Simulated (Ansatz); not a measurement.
# quartet BNH3 at 3 levels

Wanted: a comparison of 3 runs (UHF/STO-3G, U-wB97M-V/def2-TZVPP, USVWN5/def2-TZVPP) of quartet BNH3. 

The calculation is run with Ansatz 0.2.0.

45 further runs of the same task are left out: 45 set aside as unsound or not needed.

## (1) The molecule

BNH3 has 5 atoms, charge 0, and is taken as a quartet. SMILES of the parent species: `B[NH]`. Geometry: relaxed at PBE0-D4/def2-TZVP. That shape belongs to the parent species and isn't relaxed for this state.

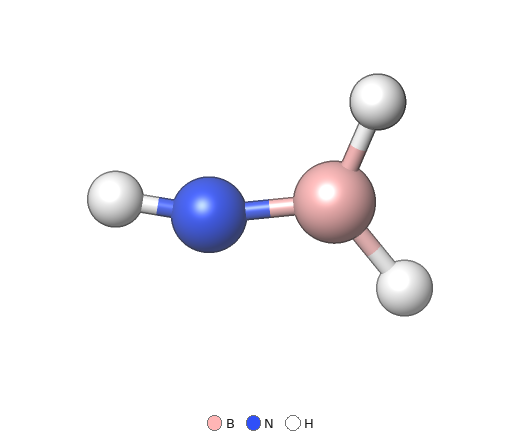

The structure, seen from a chosen angle (boron pink, nitrogen blue, hydrogen white).

## (2) The energy at UHF/STO-3G (run 1)

Input file input.yaml:

```yaml
crystal:
  periodic: [false, false, false]
  atoms:
    - {symbol: B, position_ang: [-0.310800, -0.370100, -0.091600]}
    - {symbol: N, position_ang: [0.531200, 0.655200, -0.019800]}
    - {symbol: H, position_ang: [-0.414800, -1.107400, 0.862500]}
    - {symbol: H, position_ang: [-0.964100, -0.573100, -1.081900]}
    - {symbol: H, position_ang: [1.208400, 1.321700, 0.289300]}
basis:
  gaussian: {orbitals: STO-3G}
magnetization: {spin_polarized: true, initial_magnetization: 3}
hamiltonian: {xc: hf}
accuracy: high
output: {orbitals: {seedname: orbitals}}
```

On the command line:

```sh
$ ansatz run input.yaml --threads 1 --pin off --max-ram 3480MiB --events-out events.jsonl --progress --plain --runs-dir runs
```

The log of the run:

```text
Warning: RAYON_NUM_THREADS=1 ignored (pool sized by the plan → 1); use --threads N
Functional definition: HF
  name "HF"
  exchange = exact_x
  correlation = 0
207 factors; integrals over basis functions are off by at most 9.2e-9 eV
mean field evaluation 1: about -2164.5351 eV, gradient 1.2e1 eV
mean field evaluation 2: about -2164.5866 eV, gradient 1.2e1 eV
mean field evaluation 4: about -2165.5206 eV, gradient 1.0e0 eV
mean field evaluation 8: about -2165.5453 eV, gradient 1.2e-2 eV
mean field -2165.54532973 eV, -79.5823230082 hartree, gradient 2.2e-8 eV, S^2 3.770995; 0 other end points of the search recorded, 0 dependent functions left out
reference -2165.54532973 eV, -79.5823230082 hartree; 9, 6 occupied and 4, 7 virtual orbitals, 207 factors
Total energy: -2165.54532973 eV, -79.5823230082 hartree
```

Run time: 0.08 s. Hardware: 1 thread of Arm Neoverse V1, shared host.

## (3) The energy at U-wB97M-V/def2-TZVPP (run 2)

Input file molecule.yaml:

```yaml
crystal:
  periodic: [false, false, false]
  atoms:
    - {symbol: B, position_ang: [-0.310800, -0.370100, -0.091600]}
    - {symbol: "N", position_ang: [0.531200, 0.655200, -0.019800]}
    - {symbol: H, position_ang: [-0.414800, -1.107400, 0.862500]}
    - {symbol: H, position_ang: [-0.964100, -0.573100, -1.081900]}
    - {symbol: H, position_ang: [1.208400, 1.321700, 0.289300]}
basis:
  gaussian:
    orbitals: def2-TZVPP
magnetization:
  spin_polarized: true
  initial_magnetization: 3
hamiltonian:
  xc: {name: wB97M-V}
accuracy: high
output: {orbitals: {seedname: orbitals}}
```

On the command line:

```sh
$ ansatz run molecule.yaml --threads 1 --pin off --max-ram 3480MiB --events-out events.jsonl --progress --plain --runs-dir runs
```

The log of the run (excerpt; [...] marks lines left out):

```text
Warning: RAYON_NUM_THREADS=1 ignored (pool sized by the plan → 1); use --threads N
Functional definition: wB97M-V
  name "wB97M-V"
[...]
  gx(w, u) = 1 - cx + cx01*u + cx10*w
  gss(w, u) = css00 + css04*u^4 + css10*w + css20*w^2 + css43*w^4*u^3
  gos(w, u) = cos00 + cos10*w + (cos20 + cos21*u)*w^2 + (cos60 + cos61*u)*w^6
[...]
      + integral(e_c_pw_mod_opposite_spin*gos(b97_w_opposite, b97_u_opposite)) + vv10(b, c)
1698 factors; integrals over basis functions are off by at most 3.1e-9 eV
272 factors; integrals over basis functions are off by at most 2.3e-9 eV
[...]
mean field -2207.37154132 eV, -81.1194079332 hartree, gradient 6.5e-8 eV, S^2 3.758991; 0 other end points of the search recorded, 0 dependent functions left out
reference -2207.37154514 eV, -81.1194080736 hartree; 9, 6 occupied and 95, 98 virtual orbitals, 1698 factors
Total energy: -2207.37154514 eV, -81.1194080736 hartree
```

It took 39 s on 1 thread of Arm Neoverse V1, shared host; peak memory 0.57 GiB.

## (4) The energy at USVWN5/def2-TZVPP (run 3)

Input file molecule.yaml:

```yaml
crystal:
  periodic: [false, false, false]
  atoms:
    - symbol: B
      position_ang: [-0.310800, -0.370100, -0.091600]
    - symbol: "N"
      position_ang: [0.531200, 0.655200, -0.019800]
    - symbol: H
      position_ang: [-0.414800, -1.107400, 0.862500]
    - symbol: H
      position_ang: [-0.964100, -0.573100, -1.081900]
    - symbol: H
      position_ang: [1.208400, 1.321700, 0.289300]
basis:
  gaussian:
    orbitals: def2-TZVPP
hamiltonian:
  xc: {name: SVWN5}
magnetization:
  spin_polarized: true
  initial_magnetization: 3
output:
  orbitals: {seedname: orbitals}
accuracy: high
```

On the command line:

```sh
$ ansatz run molecule.yaml --threads 1 --pin off --max-ram 3480MiB --events-out events.jsonl --progress --plain --runs-dir runs
```

The log of the run:

```text
Warning: RAYON_NUM_THREADS=1 ignored (pool sized by the plan → 1); use --threads N
Functional definition: SVWN5
  name "SVWN5"
  exchange = slater_x
  correlation = vwn5_c
1698 factors; integrals over basis functions are off by at most 3.1e-9 eV
mean field evaluation 1: about -2183.1750 eV, gradient 3.0e1 eV
mean field evaluation 2: about -2175.2527 eV, gradient 4.3e1 eV
mean field evaluation 4: about -2187.8084 eV, gradient 5.8e0 eV
mean field evaluation 8: about -2187.9758 eV, gradient 2.1e-1 eV
mean field evaluation 16: about -2187.9761 eV, gradient 4.2e-5 eV
mean field evaluation 32: about -2187.4662 eV, gradient 2.3e0 eV
mean field -2187.97609398 eV, -80.4066383902 hartree, gradient 8.5e-8 eV, S^2 3.754703; 3 other end points of the search recorded, 0 dependent functions left out
reference -2187.97609698 eV, -80.4066385005 hartree; 9, 6 occupied and 95, 98 virtual orbitals, 1698 factors
Total energy: -2187.97609698 eV, -80.4066385005 hartree
```

Run time: 3.9 s. Hardware: 1 thread of Arm Neoverse V1, shared host; peak memory 0.24 GiB.

## (5) The series

| run | level | energy (Eh) | HOMO energy (eV) | LUMO energy (eV) | ⟨S²⟩ | wall time |
| --- | --- | --- | --- | --- | --- | --- |
| 1 | UHF/STO-3G | -79.582323 | -2.83 | 3.78 | 3.771 | 0.08 s |
| 2 | U-wB97M-V/def2-TZVPP | -81.119408 | -4.79 | -3.35 | 3.759 | 39 s |
| 3 | USVWN5/def2-TZVPP | -80.406639 | -2.03 | – | 3.755 | 3.9 s |

## (6) What came out

| quantity | value |
| --- | --- |
| run 3: total energy | -80.40664 Eh |
| run 3: HOMO energy (highest over α and β) | -2.03 eV |
| run 3: ⟨S²⟩ | 3.755 |

**Reading.** Totals of different functionals can't be ranked against each other. In run 1 the basis is minimal, so the values are rough. All runs together took 43 s, the longest 39 s.
